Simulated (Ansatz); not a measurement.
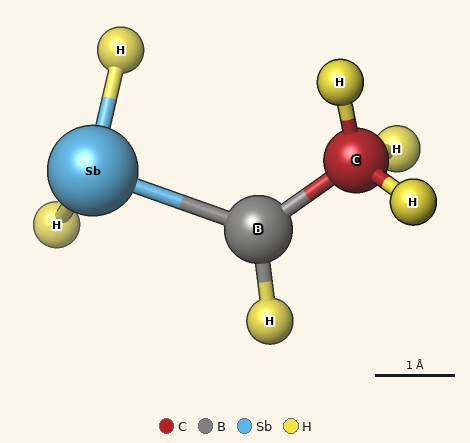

Fig. 1: The structure (ball-and-stick view, seen at a tilt). Sticks mark near contacts. Bond lengths as drawn: B–C 1.55 Å, B–H 1.20 Å, B–Sb 2.23 Å, C–H 1.09 to 1.10 Å and H–Sb 1.70 Å.

Single-point calculation, with input and output: CH$_{6}$BSb

System: CH$_{6}$BSb, SMILES C[BH][SbH2].
Method: RKS r2SCANh-D4/def2-TZVPP (Ansatz 0.2.0).

The geometry comes from this level: PBE0-D4/def2-TZVP.

Input:
```yaml
crystal:
  periodic: [false, false, false]
  atoms:
    - {symbol: C, position_ang: [-0.696545, 0.976654, -0.600458]}
    - {symbol: B, position_ang: [0.386180, -0.132177, -0.547035]}
    - {symbol: Sb, position_ang: [1.415246, -0.767032, 1.323686]}
    - {symbol: H, position_ang: [-1.637767, 0.449265, -0.824524]}
    - {symbol: H, position_ang: [-0.551655, 1.662636, -1.441476]}
    - {symbol: H, position_ang: [-0.856675, 1.545286, 0.316368]}
    - {symbol: H, position_ang: [0.752715, -0.653490, -1.562157]}
    - {symbol: H, position_ang: [1.257968, -2.435018, 1.019162]}
    - {symbol: H, position_ang: [0.019032, -0.692423, 2.299233]}
basis:
  gaussian: {orbitals: def2-TZVPP}
hamiltonian: {xc: {name: r2SCANh}, dispersion: d4}
output: {orbitals: {seedname: orbitals}}
```

Run as:
```bash
ansatz run in.yaml --threads 2 --pin off --events-out ev --progress --plain --max-ram 4352MiB
```

Output:
```
Functional definition: r2SCANh
  name "r2SCANh"
  cite "Bursch, Neugebauer, Ehlert & Grimme, J. Chem. Phys. 156, 134105 (2022) doi:10.1063/5.0086040"
  cite "Furness, Kaplan, Ning, Perdew & Sun, J. Phys. Chem. Lett. 11, 8208 (2020) doi:10.1021/acs.jpclett.0c02405"
  cite "Furness, Kaplan, Ning, Perdew & Sun, J. Phys. Chem. Lett. 11, 9248 (2020) doi:10.1021/acs.jpclett.0c03077"
  parent r2scan
  parameter a = 0.1
  parameter k0 = 0.174
  parameter k1 = 0.065
  parameter a1 = 4.9479
  exchange = (1 - a)*r2scan_x(k0 = k0, k1 = k1, a1 = a1) + a*exact_x
  correlation = r2scan_c
1089 factors; their error is unknown
mean field evaluation 1: about -8342.3746 eV, gradient 5.4e1 eV
mean field evaluation 2: about -8335.7835 eV, gradient 6.9e1 eV
mean field evaluation 4: about -8349.5565 eV, gradient 5.2e0 eV
mean field evaluation 8: about -8349.6192 eV, gradient 5.1e-2 eV
mean field evaluation 16: about -8349.6704 eV, gradient 9.2e-5 eV
mean field -8349.67038433 eV, -306.8447270143 hartree, gradient 4.0e-5 eV, S^2 0.000000; 0 other end points of the search recorded, 0 dependent functions left out
reference -8349.67039716 eV, -306.8447274858 hartree; 20, 20 occupied and 176, 176 virtual orbitals, 1089 factors
Total energy: -8349.71180336 eV, -306.8462491356 hartree
```

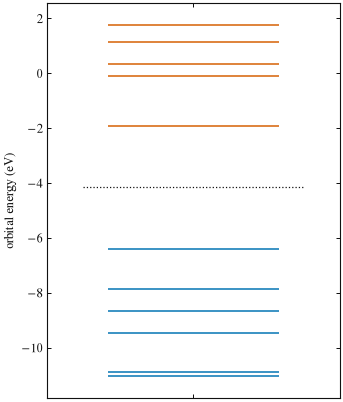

Fig. 2: Orbital energies near the frontier; the dotted line parts filled from empty levels, and levels within 0.02 eV of each other stand side by side. Highest filled −6.41 eV, lowest empty −1.92 eV, 4.49 eV apart.

Key numbers:

```tsv
quantity	value
outcome	converged
total energy	−8349.7118 eV
mean-field energy	−8349.6704 eV
dispersion energy	−0.0414 eV
SCF solution under orbital rotations	stable
HOMO	−6.41 eV
LUMO	−1.92 eV
hardware	2 threads of Arm Neoverse V1, 23 GiB of memory available, shared host
wall time	4.9 s (CPU time 9.3 s)
peak memory	0.37 GiB
```
